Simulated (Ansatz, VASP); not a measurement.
# Cross-check of Ti (Titanium) between VASP and Ansatz

Wanted: the spread between two codes on one cell, functional and k mesh. The cell is taken from a series of VASP runs on this material, whose earlier steps may have relaxed, scaled or displaced it; both programs get it as it stands. Valence electrons are named where the data sets of a main pair hold unlike numbers.

Program: Ansatz 0.2.0. Level of theory: plane waves, with VASP 6.6.1 beside it; band structure at PBEsol. Results are calculated unless marked as measured.

This is not the structure that Ti takes at ambient pressure and room temperature (hexagonal, No. 194); it is a model or a phase of other conditions.

## Step 1: Set-up

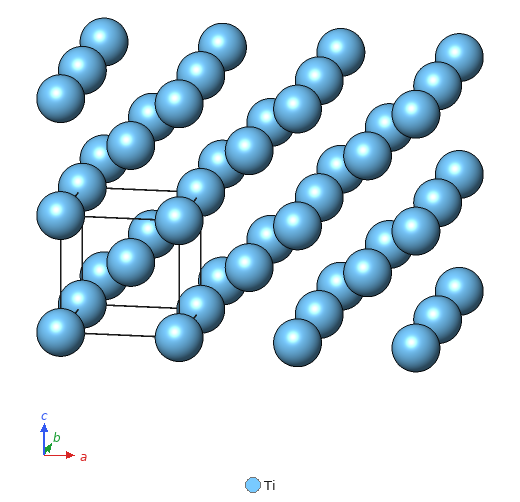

Start, viewed slightly off an axis; titanium blue. 3×2×2 cells are drawn. This picture shows the conventional cell, with its axes. Some periodic images of atoms are drawn too.

## Step 2: Ansatz: band structure, PBEsol

Ansatz runs on its default PAW (the set named soft_2) files.

A single point gives forces, pressure and levels at one fixed geometry, so differences don't come from the geometry; what else differs is listed under the comparison.

Contents of input.yaml:

```yaml
crystal:
  lattice:
    - [-1.5960182638, 1.5960182638, 1.5960182638]
    - [1.5960182638, -1.5960182638, 1.5960182638]
    - [1.5960182638, 1.5960182638, -1.5960182638]
  atoms:
    - { symbol: Ti, position: [0.0, 0.0, 0.0] }
hamiltonian:
  xc: pbesol
  pseudopotentials: { kind: paw }
kpoints:
  mp_grid: { grid: [8, 8, 8] }
  band_path:
    path:
      - [0.0, 0.0, 0.0]
      - [0.1, -0.1, 0.1]
      - [0.2, -0.2, 0.2]
      - [0.3, -0.3, 0.3]
      - [0.43333, -0.43333, 0.43333]
      - [0.5, -0.5, 0.5]
      - [0.4, -0.4, 0.5]
      - [0.3, -0.3, 0.5]
      - [0.16667, -0.16667, 0.5]
      - [0.06667, -0.06667, 0.5]
      - [0.0, 0.0, 0.5]
      - [0.0, 0.0, 0.36667]
      - [0.0, 0.0, 0.26667]
      - [0.0, 0.0, 0.16667]
      - [0.0, 0.0, 0.06667]
      - [0.01667, 0.01667, 0.01667]
      - [0.06667, 0.06667, 0.06667]
      - [0.11667, 0.11667, 0.11667]
      - [0.16667, 0.16667, 0.16667]
      - [0.23333, 0.23333, 0.23333]
      - [0.26667, 0.2, 0.26667]
      - [0.31667, 0.05, 0.31667]
      - [0.38333, -0.15, 0.38333]
      - [0.43333, -0.3, 0.43333]
      - [0.48333, -0.45, 0.48333]
      - [0.23333, 0.23333, 0.26667]
      - [0.16667, 0.16667, 0.33333]
      - [0.11667, 0.11667, 0.38333]
      - [0.06667, 0.06667, 0.43333]
      - [0.0, 0.0, 0.5]
    npoints: 1
scf:
  occupations: { method: fermi_dirac, width: 0.05 }
  n_extra_bands: 6
output:
  forces: true
  stress: true
  eigenvalues: true
  write_density: true
  write_potential: true
  elf: true
  volumetric_format: npy
```

The run is started by

```
$ ansatz run input.yaml --threads 2 --pin off --max-ram 4608MiB --backend cpu --events-out ev --progress --plain --runs-dir out
```

Numbers of over 12 decimals in the logs are rounded to 6 here.

Log:

```text
scf.n_extra_bands = 6 over 6 filled bands (N_el = 12.0): the run solves 12 bands
Engine: ansatz 0.2.0, aarch64-unknown-linux-gnu
Pseudopotentials: kind: paw
Pseudopotential: Ti, paw, valence charge 12, recommended cutoff 420 eV (normal), Ti.paw.azcp
Functional definition: PBEsol
  exchange = pbesol_x
  correlation = pbesol_c
Crystal: 1 atoms, lattice volume = 16.262 Å³
Basis set: ecut = 420 eV, 321 PW (Γ), exchange–correlation on 40×40×40 points (8 copies of the dense FFT grid, shifted against one another)
Bands: 12, of which v1, the nominal top of the filled ones, is band 6 counted from 1 (5 counted from 0)
Symmetry: 48 space group operations
Space group: Im-3m (ITA 229), of the structure as read, at distance tolerance 2.5e-5 Å
k-points: 29 of 512
Non-local potential: Ti, projectors of the file, l = 0: 3, l = 1: 2, l = 2: 3, l = 3: 1
PAW form: soft (Blöchl's): semilocal exchange-correlation on the pseudo side does not see the compensation charge
PAW frozen core: Ti, regenerated for the run's functional, and the local potential with it (the file was generated under x = pbe(κ = 0.804, μ = 0.219515), c = pbe(β = 0.066725))
PAW one-centre angular grid: Ti, 590 points (default); XC on 64 Gauss nodes
Initial density: superposition of atomic densities (neutral atoms: chi_scale 0, normalization atom), corrected by the library's trained network
Initial wavefunctions: pseudopotential atomic-orbital guess
Functional: x = pbesol(κ = 0.804, μ = 0.123457), c = pbesol(β = 0.046)
SCF iter   1: F=—  HF=-2473.803469 eV  |F-HF|=—  |Δ(HF+E_count)|=         —  Δρ=5.49e-3  dr2=2.96e-3  ethr=1.77e-3  ⟨swp⟩=4.7  Hψ=1705  notcnv=0
preconditioner: auto → none  [metal: Δε(μ)=0.019 eV  Ē_g=7.653 eV  σ=0.050 eV  W_gap=0.09  n_scr=0 (ndim 8)  ℏωp=18.4 eV  f_vac=0.000  D(μ)=2.10/eV (n_scr^D=42)]
SCF iter   2: F=—  HF=-2473.802338 eV  |F-HF|=—  |Δ(HF+E_count)|=   1.13e-3  Δρ=1.44e-3  dr2=2.76e-4  ethr=2.47e-5  ⟨swp⟩=3.0  Hψ=883  notcnv=0  defer=26
SCF iter   3: F=—  HF=-2473.802293 eV  |F-HF|=—  |Δ(HF+E_count)|=   4.51e-5  Δρ=7.81e-4  dr2=4.00e-5  ethr=2.30e-6  ⟨swp⟩=2.3  Hψ=417  notcnv=0  defer=26
SCF iter   4: F=—  HF=-2473.802296 eV  |F-HF|=—  |Δ(HF+E_count)|=   3.11e-6  Δρ=1.10e-4  dr2=8.00e-7  ethr=3.33e-7  ⟨swp⟩=1.0  Hψ=319  notcnv=0  defer=26
iter 5 did not close the SCF: its close was put off for the readings that it lacked (scf_convergence_deferred on its scf_iter line)
SCF iter   5: F=-2473.802296 eV  HF=-2473.802296 eV  |F-HF|=2.26e-10  |Δ(HF+E_count)|=   1.20e-7  Δρ=7.85e-6  dr2=3.34e-9  ethr=6.67e-9  ⟨swp⟩=1.0  Hψ=319  notcnv=0  defer=26
SCF iter   6: F=-2473.802296 eV  HF=-2473.802296 eV  |F-HF|=3.91e-11  |Δ(HF+E_count)|=  2.40e-10  Δρ=8.01e-7  dr2=6.00e-11  ethr=2.79e-11  ⟨swp⟩=5.5  Hψ=1646  notcnv=0
SCF 1 converged in 6 iterations: F = -2473.802296 eV  dr2 = 6.00e-11
  greatest PAW one-centre occupation: 0.999 electrons in one spin orbital (limit 2), on the Ti atom at site 0 (counted from 0), in its partial waves of l = 0
NSCF: frozen V_eff on 30 k-points
SCF converged after 6 iterations
Free energy (F): -2473.802296 eV
Harris-Foulkes:  -2473.802296 eV  (|F-HF|=3.91e-11)
Internal energy: -2473.785070 eV  (E = F + TS)
E sigma→0 (E₀):  -2473.793683 eV
Entropy (-TS):   -0.017226 eV (-17.226 meV/atom)
Fermi energy:    14.032446 eV
--- Per-component energies (eV) ---
  E_band       = -143.453534
  E_kinetic    = 274.132261
  E_local      = -777.527808  (includes V_loc(G=0)·N_el)
  E_nonlocal   = 9.851193
  E_hartree    = 321.696703
  E_xc         = -97.141854
  E_vxc        = -122.099055  (∫ρ·V_xc dr)
  E_paw        = -1022.910904  (= ΣΔE_a)
  E_vpaw       = -171.203413  (= ΣTr[D̂ρ^β])
  E_aug_tail   = 0.000131  (compensation charges beyond the density's cutoff)
  E_ewald      = -1182.024176
  E_core_change = 0.139384  (= ΣΔE_core)
  E_smearing   = -0.017226  (= −TS)
  E_closure    = -0.000000  (closes the sum)
  Σ components = -2473.802296   (vs F -2473.802296, Δ=0.00e0)
--- Forces (eV/Å), atoms counted from 1 ---
  atom   1  Ti    -0.00000000     0.00000000     0.00000000
  max |Σ_I F_I| component: 7.40e-32 eV/Å
--- Stress (GPa, compression-positive) ---
        2.076891       0.000000      -0.000000
        0.000000       2.076891      -0.000000
        0.000000       0.000000       2.076891
  P = ⅓ Tr σ = 2.0769 GPa (20.769 kbar)
--- Band table (eV; the first three rows and the last of 29) ---
  k-point 0: bands = [... 2 lower, -17.9634, -17.9634, 7.9897, 15.0902, 15.0902, 15.0902, 17.0179, 17.0179, ... 2 higher]
  k-point 1: bands = [... 2 lower, -18.0027, -17.9644, 8.5450, 14.8341, 14.9848, 15.5109, 16.7672, 17.0370, ... 2 higher]
  k-point 2: bands = [... 2 lower, -18.0964, -17.9669, 9.9544, 14.2691, 14.5188, 16.6434, 16.7018, 17.1315, ... 2 higher]
  k-point 28: bands = [... 2 lower, -18.5389, -18.5389, 11.7040, 11.7040, 18.3313, 18.3313, 18.3313, 22.9358, ... 2 higher]
```

Wall time 0.56 s (2 threads of Arm Neoverse V1, shared host); peak memory 0.25 GiB; 0.9 s of CPU time.

The column dr2 measures how far the density is from self-consistency, as an energy; F and HF (Harris–Foulkes) agree once it is small.

## Step 3: VASP: band structure, PBEsol

The same cell, functional, mesh and smearing now go to VASP, with its own data sets.

Lines of VASP's logs that name or quote its potential files are left out, and so is its time.

Contents of INCAR:

```
SYSTEM = Ti
PREC = Accurate
ENCUT = 400
EDIFF = 1E-06
NELM = 100
ISMEAR = -1
SIGMA = 0.05
LREAL = .FALSE.
ALGO = Normal
GGA = PS
NBANDS = 17
LASPH = .TRUE.
LORBIT = 11
LWAVE = .FALSE.
LCHARG = .FALSE.
KPAR = 2
```

Contents of POSCAR:

```
Ti
1.0
   -1.5960182638      1.5960182638      1.5960182638
    1.5960182638     -1.5960182638      1.5960182638
    1.5960182638      1.5960182638     -1.5960182638
Ti
1
Direct
    0.0000000000      0.0000000000      0.0000000000
```

Contents of KPOINTS:

```
Automatic mesh
0
Gamma
8 8 8
0 0 0
```

Contents of KPOINTS_OPT:

```
Line mode
16
Line-mode
Reciprocal
  0.00000000   0.00000000   0.00000000 GAMMA
  0.50000000  -0.50000000   0.50000000 H

  0.50000000  -0.50000000   0.50000000 H
  0.00000000   0.00000000   0.50000000 N

  0.00000000   0.00000000   0.50000000 N
  0.00000000   0.00000000   0.00000000 GAMMA

  0.00000000   0.00000000   0.00000000 GAMMA
  0.25000000   0.25000000   0.25000000 P

  0.25000000   0.25000000   0.25000000 P
  0.50000000  -0.50000000   0.50000000 H

  0.25000000   0.25000000   0.25000000 P
  0.00000000   0.00000000   0.50000000 N
```

Potentials, in the order of the species: Ti_sv (PBE family, release 64).

The run is started by

```
$ mpirun -np 2 vasp_std
```

Log:

```text
[banner, memory and clock lines left out]
running    2 mpi-ranks, on    1 nodes
 distrk:  each k-point on    1 cores,    2 groups
 distr:  one band on    1 cores,    1 groups

 POSCAR found type information on POSCAR Ti
 POSCAR found :  1 types and       1 ions
|                                                                             |
|               ----> ADVICE to this user running VASP <----                  |
|                                                                             |
|     You enforced a specific xc type in the INCAR file but a different       |
|     [... a line on the potential file left out ...]
|     I HOPE YOU KNOW WHAT YOU ARE DOING!                                     |
|                                                                             |

 LDA part: xc-table for (Slater+PW92), standard interpolation
 POSCAR, INCAR and KPOINTS ok, starting setup
 FFT: planning ... GRIDC
 FFT: planning ... GRID_SOFT
 FFT: planning ... GRID
 WAVECAR not read
 entering main loop
       N       E                     dE             d eps       ncg     rms          rms(c)
DAV:   1     0.764055795305E+02    0.76406E+02   -0.48845E+03  1002   0.727E+02
DAV:   2    -0.601440762960E+01   -0.82420E+02   -0.78680E+02  1105   0.208E+02
DAV:   3    -0.923176886412E+01   -0.32174E+01   -0.31984E+01  1106   0.438E+01
DAV:   4    -0.928137390427E+01   -0.49605E-01   -0.49585E-01  1149   0.494E+00
DAV:   5    -0.928216838796E+01   -0.79448E-03   -0.79444E-03  1116   0.537E-01    0.922E+00
DAV:   6    -0.823706824114E+01    0.10451E+01   -0.11286E+00  1037   0.156E+01    0.231E+00
DAV:   7    -0.822886903639E+01    0.81992E-02   -0.89482E-02  1240   0.248E+00    0.137E+00
DAV:   8    -0.823927917136E+01   -0.10410E-01   -0.50535E-02  1004   0.212E+00    0.269E-01
DAV:   9    -0.823819528545E+01    0.10839E-02   -0.34614E-03  1168   0.632E-01    0.107E-01
DAV:  10    -0.823836857081E+01   -0.17329E-03   -0.28379E-04  1039   0.114E-01    0.198E-02
DAV:  11    -0.823836836585E+01    0.20495E-06   -0.12705E-05  1192   0.220E-02    0.855E-03
DAV:  12    -0.823836840327E+01   -0.37411E-07   -0.16640E-06  1257   0.101E-02
   1 F= -.82383684E+01 E0= -.82297401E+01  d E =-.172566E-01
 Start KPOINTS_OPT (optional k-point list driver)
k-point batch [1-29\96]
       N       E                     dE             ncg
DAV:   1    -0.355092029587E+04   -0.16065E+05     1010
DAV:   2    -0.599067429615E+04   -0.24398E+04     1113
DAV:   3    -0.608494189585E+04   -0.94268E+02     1095
DAV:   4    -0.608609859754E+04   -0.11567E+01     1161
DAV:   5    -0.608611715949E+04   -0.18562E-01     1117
DAV:   6    -0.608611771567E+04   -0.55618E-03     1146
DAV:   7    -0.608611773671E+04   -0.21043E-04      961
DAV:   8    -0.608611773750E+04   -0.79424E-06      812
[...]
k-point batch [88-96\96]
       N       E                     dE             ncg
DAV:   1     0.102442894872E+05   -0.55758E+04      322
DAV:   2     0.948939803756E+04   -0.75489E+03      324
DAV:   3     0.946400852973E+04   -0.25390E+02      380
DAV:   4     0.946379259051E+04   -0.21594E+00      320
DAV:   5     0.946379079635E+04   -0.17942E-02      343
DAV:   6     0.946379077273E+04   -0.23620E-04      351
DAV:   7     0.946379077236E+04   -0.36902E-06      319
```

From OUTCAR (step 3):

```text
ion  position               nearest neighbor table
   1  0.000  0.000  0.000-

  LATTYP: Found a body centered cubic cell.
 ALAT       =     3.1920365276

 Subroutine GETGRP returns: Found 48 space group operations
 (whereof 48 operations were pure point group operations)

The static configuration has the point symmetry O_h .

 Found     29 irreducible k-points:

   k-points           NKPTS =     29   k-points in BZ     NKDIM =     29   number of bands    NBANDS=     17

   dimension x,y,z NGX =    18 NGY =   18 NGZ =   18
   dimension x,y,z NGXF=    36 NGYF=   36 NGZF=   36

   ENCUT  =  400.0 eV  29.40 Ry    5.42 a.u.   4.51  4.51  4.51*2*pi/ulx,y,z

   NELECT =      12.0000    total number of electrons

 k-points in reciprocal lattice and weights: Automatic mesh
   0.00000000  0.00000000  0.00000000       0.002
   0.12500000  0.00000000  0.00000000       0.023
   0.25000000  0.00000000  0.00000000       0.023
   0.37500000  0.00000000  0.00000000       0.023
   0.50000000  0.00000000  0.00000000       0.012
   0.12500000  0.12500000  0.00000000       0.047
   0.25000000  0.12500000  0.00000000       0.094
   0.37500000  0.12500000  0.00000000       0.094
   0.25000000  0.25000000  0.00000000       0.047
[...]
0.50000000  0.50000000  0.37500000       0.023
   0.50000000  0.50000000  0.50000000       0.002

 average (electrostatic) potential at core
       1 -71.3342

 E-fermi :   8.6455

 k-point     1 :       0.0000    0.0000    0.0000
  band No.  band energies     occupation
      1     -47.5089      2.00000
      2     -23.3804      2.00000
      3     -23.3804      2.00000
      4     -23.3804      2.00000
      5       2.5955      2.00000
      6       9.6966      0.00000
      7       9.6966      0.00000
      8       9.6966      0.00000
      9      11.6186      0.00000
     10      11.6186      0.00000
    ...

 k-point     2 :       0.1250    0.0000    0.0000
  band No.  band energies     occupation
      1     -47.4828      2.00000
      2     -23.5090      2.00000
      3     -23.4194      2.00000
      4     -23.3813      2.00000
      5       3.1542      2.00000
      6       9.4416      0.00000
      7       9.5925      0.00000
      8      10.1163      0.00000
      9      11.3693      0.00000
     10      11.6383      0.00000
    ...

 k-point     3 :       0.2500    0.0000    0.0000
  band No.  band energies     occupation
      1     -47.4205      2.00000
      2     -23.8117      2.00000
      3     -23.5125      2.00000
      4     -23.3837      2.00000
      5       4.5666      2.00000
      6       8.8792      0.01849
      7       9.1301      0.00012
      8      11.2455      0.00000
      9      11.3037      0.00000
     10      11.7323      0.00000
    ...

  Total        0.1067171      0.1067171      0.1067171      0.0000000      0.0000000      0.0000000
  in kB       10.5140790     10.5140790     10.5140790      0.0000000      0.0000000      0.0000000
  external PRESSURE =      10.5140790 kB  Pullay stress =       0.0000000 kB

  energy-cutoff  :      400.00
  volume of cell :       16.26
      direct lattice vectors                 reciprocal lattice vectors
    -1.596018264  1.596018264  1.596018264     0.000000000  0.313279623  0.313279623
     1.596018264 -1.596018264  1.596018264     0.313279623  0.000000000  0.313279623
     1.596018264  1.596018264 -1.596018264     0.313279623  0.313279623  0.000000000

 POSITION                                       TOTAL-FORCE (eV/Angst)
 -----------------------------------------------------------------------------------
      0.00000      0.00000      0.00000        -0.000000      0.000000     -0.000000
 -----------------------------------------------------------------------------------
    total drift:                                0.000000     -0.000000      0.000000

  FREE ENERGIE OF THE ION-ELECTRON SYSTEM (eV)
  ---------------------------------------------------
  free  energy   TOTEN  =        -8.2383684033 eV

  energy  without entropy=       -8.2211118051  energy(sigma->0) =       -8.22974010

 total charge
# of ion       s       p       d       tot
------------------------------------------
    1        2.256   6.123   1.969  10.348

[... 3 further parts left out ...]
```

The k-mesh is coarse for a metal.

The run ends at a pressure of 1.05 GPa.

## Step 4: Side by side

Known differences besides the potentials themselves: the cutoff is 420 eV in Ansatz and 400 eV in VASP; Ansatz makes its cores anew for this functional, VASP keeps those of its PBE data sets. Total energies have different zeros and are not compared.

The two programs side by side:

| quantity | Ansatz | VASP | difference |
| --- | --- | --- | --- |
| pressure (GPa) | 2.08 | 1.05 | +1.03 |

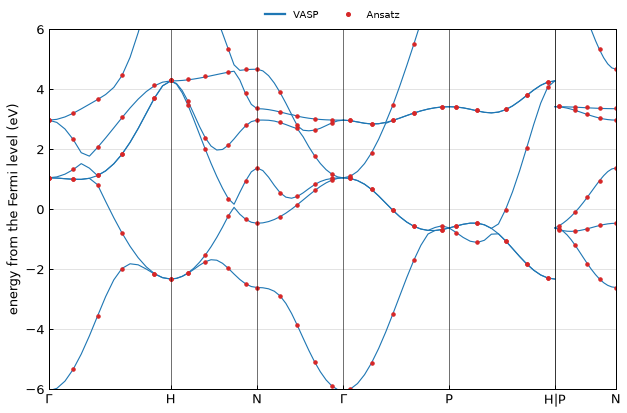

Bands from VASP (lines) and levels from Ansatz (dots). Dots without a line are higher empty bands that the VASP plot leaves out.

Levels from 3 eV below to 2 eV above the Fermi level differ by 4 meV r.m.s. and 9 meV at most; each VASP level is matched to the nearest of Ansatz, which flatters the figure a little.

## Step 5: Other set-ups

Further runs change the set-up of one program: Ansatz's method, potentials or start, or VASP's data sets, cutoff or form of LDA. The table gives that difference for each run.

| run | pressure (GPa) |
| --- | --- |
| as above | 1.0 |
| cores kept as stored | 1.0 |
| Ansatz's all-electron LAPW method | 1.0 |
| Ansatz's larger PAW set (cutoff 910 eV) | 1.0 |
| norm-conserving potentials (cutoff 1143 eV) | 1.1 |

## Step 6: Results

- difference in pressure (band structure, PBEsol): 1.0 GPa

The difference in pressure is 1.0 GPa (band structure, PBEsol), at about the 1 GPa picked in this series as the mark of a large difference. For band structure, PBEsol, no further run moves any of the tabulated differences by more than a quarter of its size. Such differences can come from data sets, numerical settings and the points named under the comparisons, not from the functional's error against experiment.

[Lines on the potential files, build, host, timing and source positions are cut from VASP's logs without a mark.]

[Logs are printed without paths, hosts, clocks, repeated set-up lines and the standing remarks that a program may print on its own settings, such as how far it seeks lower states.]

[Hosts, paths, dates, database ids (printed as entryN), source tags and the programs' standing remarks are cut or masked in the printed files.]
